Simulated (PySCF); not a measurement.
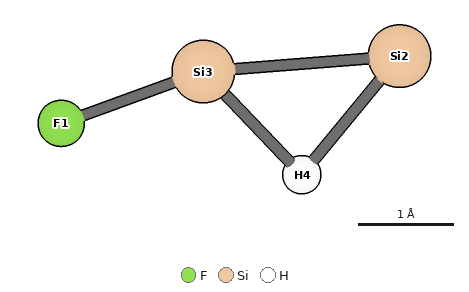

Figure 1. The structure as given in the input (ball-and-stick view, seen at a tilt; atoms are numbered from 1 in the order of the input). Bond lengths as drawn: F–Si 1.59 Å, H–Si 1.67 to 1.70 Å and Si–Si 2.10 Å.

# What a change does: single-point calculation on Si₂HF

System: Si₂HF.
Method of the first run: RKS r2SCAN-D4/def2-TZVPP, density fitting (PySCF 2.14.0).

The geometry comes from this level: PBE0-D4/def2-TZVP. Text and figures count atoms from 1; the logs count them from 0 in places.

Input file, the first run:
```python
import json, numpy as np
from pyscf import gto, scf, dft, mp, cc
EV, BOHR = 27.211386245988, 0.529177210903
mol = gto.M(atom="""
F 1.182935 1.143857 -2.743102
Si -0.094425 0.299909 0.573489
Si 0.754808 1.010225 -1.214768
H -0.181191 -0.382224 -0.953170
""", basis="def2-tzvpp", charge=0, spin=0, max_memory=4335, verbose=0)
def mean_field(mol, dm=None):
    mf = dft.RKS(mol, xc="r2scan").density_fit()
    mf.conv_tol = 1e-9; mf.grids.level = 4
    mf.kernel(dm0=dm)
    if not mf.converged: mf = mf.newton().run(mf.mo_coeff, mf.mo_occ)
    assert mf.converged
    return mf
def d4(mol):
    from pyscf.dispersion.dftd4 import DFTD4Dispersion
    real = gto.M(atom=[(mol.atom_pure_symbol(i), mol.atom_coord(i)) for i in range(4)], unit='B', charge=mol.charge, spin=None, basis='def2-svp', verbose=0)
    r = DFTD4Dispersion(real, xc="r2scan", atm=True).get_dispersion(grad=True); return r["energy"], r["gradient"]
def energy_and_gradient(mol, dm=None):
    mf = mean_field(mol, dm); e, g = d4(mol)
    return mf, (mf.e_tot + e) * EV, (mf.nuc_grad_method().kernel()[:4] + g) * EV / BOHR
out = {}
mf = mean_field(mol); e = d4(mol)[0]
out.update(energy=(mf.e_tot + e) * EV, converged=True, dispersion=e * EV)
out['s2'] = mf.spin_square()[0]; out['nelec'] = mol.nelec
print(f"Total energy {out['energy']:.6f} eV, <S^2> {out['s2']:.4f}")
json.dump(out, open("out.json", "w"), default=float)
```

Launched with:
```bash
OMP_NUM_THREADS=2 python run.py
```

Hardware: 2 threads of Arm Neoverse V1, 23 GiB of memory available, shared host.

Output (the first run):
```
Total energy -18486.063810 eV, <S^2> 0.0000
```

The input of the second run differs as follows (lines with − go, lines with + come):
```diff
-    mf = dft.RKS(mol, xc="r2scan").density_fit()
+    mf = dft.RKS(mol, xc="pbe").density_fit()
-    r = DFTD4Dispersion(real, xc="r2scan", atm=True).get_dispersion(grad=True); return r["energy"], r["gradient"]
+    r = DFTD4Dispersion(real, xc="pbe", atm=True).get_dispersion(grad=True); return r["energy"], r["gradient"]
```

How does the second run compare with the first run?

The total energies belong to different models, so their difference says nothing on which is more stable or more accurate. The functional changes from r2SCAN to PBE. On the same kind of shared host the second run took about 0.47 times as long.

Output (the second run):
```
Total energy -18478.311518 eV, <S^2> 0.0000
```

The two runs side by side:

```csv
quantity,the first run,the second run
outcome,converged,converged
total energy (hartree),−679.350315,−679.065423
basis functions,129,129
wall time (shared host),15 s,7.1 s
```
